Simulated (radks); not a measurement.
## Atomic calculation for In⁵⁺

System: the In⁵⁺ ion in the configuration [Kr] 4d7 5s1 (high spin).
Method: non-relativistic Kohn-Sham, PBE, spin-polarised, spherical densities, point nucleus (the in-house radial solver radks).

## Summary

- outcome: converged
- total energy: −5734.3934 hartree
- kinetic energy: 5732.2505 hartree
- electron–nucleus energy: −13519.8510 hartree
- Hartree energy: 2206.2789 hartree
- exchange–correlation energy: −153.071750 hartree
- radius at density 0.001 e/bohr³: 3.13 bohr
- SCF iterations: 14
- hardware: 1 CPU thread, shared host

## Remarks

Relativity is left out, which matters for an atom this heavy.

## Input
```
Z 49
configuration [Kr] 4d7 5s1
relativity non-relativistic
functional pbe,pbe
spin polarised
nucleus point
```

Energies in input and log are in hartree, lengths in bohr.

## Output
```
1s      1   1.0000        -987.67399220
2s      1   1.0000        -147.14011683
2p      1   3.0000        -137.60184058
3s      1   1.0000         -30.13968159
3p      1   3.0000         -26.24005914
3d      1   5.0000         -19.02410858
4s      1   1.0000          -6.84555707
4p      1   3.0000          -5.54413101
4d      1   5.0000          -3.36492533
5s      1   1.0000          -2.20534191
1s      2   1.0000        -987.67170676
2s      2   1.0000        -147.10632987
2p      2   3.0000        -137.57641945
3s      2   1.0000         -30.12254683
3p      2   3.0000         -26.22045384
3d      2   5.0000         -18.99462800
4s      2   1.0000          -6.72709686
4p      2   3.0000          -5.42469697
4d      2   2.0000          -3.24519218
5s      2   0.0000          -2.11565709
Etot -5734.393415514535
Ekin 5732.250473635884
Encl -13519.85101400514
Eh 2206.2788744973263
Exc -153.07174964260545
err 4.391073612695466e-09
it 14
```

## Orbitals

```
orbital  occupation  energy (eV)  ⟨r⟩ (bohr)  outer maximum (bohr)
  1s up           1     −26876.0     0.03105                0.0206
1s down           1     −26875.9     0.03105                0.0206
  2s up           1      −4003.9      0.1343                 0.114
2s down           1      −4003.0      0.1343                 0.114
  2p up           3      −3744.3      0.1146                0.0893
2p down           3      −3743.6      0.1146                0.0893
  3s up           1     −820.143      0.3615                 0.328
3s down           1     −819.676      0.3614                 0.328
  3p up           3     −714.028      0.3527                 0.314
3p down           3     −713.495      0.3526                 0.314
  3d up           5     −517.672      0.3240                 0.258
3d down           5     −516.870      0.3239                 0.259
  4s up           1     −186.277      0.8622                 0.791
4s down           1     −183.054      0.8614                 0.790
  4p up           3     −150.863      0.9076                 0.819
4p down           3     −147.614      0.9069                 0.818
  4d up           5      −91.564       1.045                 0.894
4d down           2      −88.306       1.046                 0.893
  5s up           1      −60.010       1.976                  1.84
5s down           0      −57.570       1.989                  1.85
```

## Slater integrals of the outer shells (hartree)

```
 integral   value
F0(5s,5s)  0.4543
F0(5s,4d)  0.5472
G2(5s,4d)  0.0717
F0(5s,4p)  0.5593
G1(5s,4p)  0.0453
F0(5s,4s)  0.5632
G0(5s,4s)  0.0318
F0(4d,4d)  0.8627
```

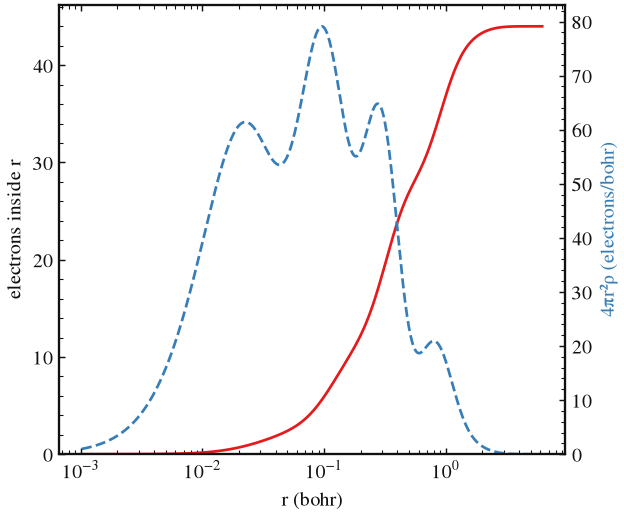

Figure 1. The number of electrons inside radius r (solid) and the radial density 4πr²ρ (dashed). The count levels off at 44 electrons. Half of them lie within 0.361 bohr, 90 % within 1.19 bohr and 99 % within 2.19 bohr. The radial density has minima at 0.0428, 0.182 and 0.605 bohr, where the count stands at 2.0, 11.3 and 29.1; these part the shells that the density resolves.

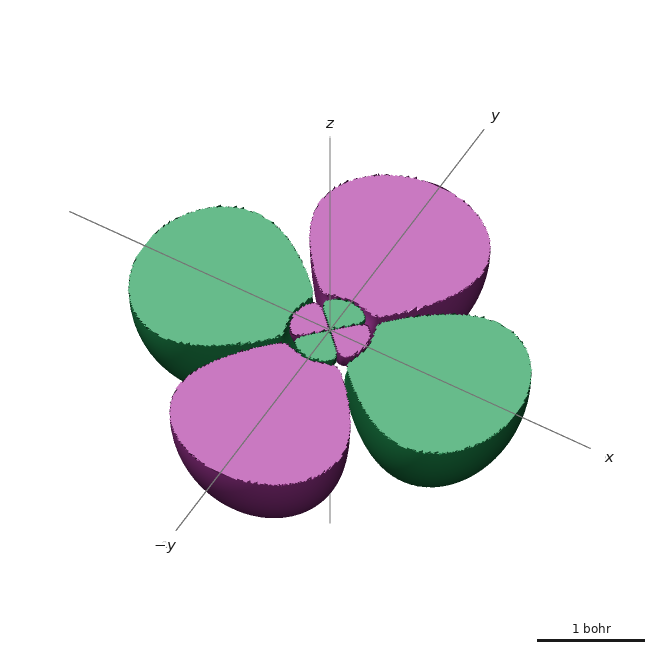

Figure 2. The 4d(x²−y²) orbital of down spin. The surface of constant |ψ| that holds about 95 % of the electron is drawn, green where ψ is positive and pink where it is negative, with the half in front of the xy plane cut away and the cut face painted. The radial function comes from the spherical calculation and is multiplied by a real spherical harmonic; the overall sign is chosen so that the largest lobe of P(r) is positive. It has two nodal planes at 45° to x and y and 1 radial node, at r = 0.399 bohr. The outermost maximum of P² lies at 0.893 bohr, ⟨r⟩ = 1.05 bohr, 90 % of the charge lies within 1.59 bohr, and the eigenvalue is −88.3 eV, with 2 electrons in the shell for this spin.
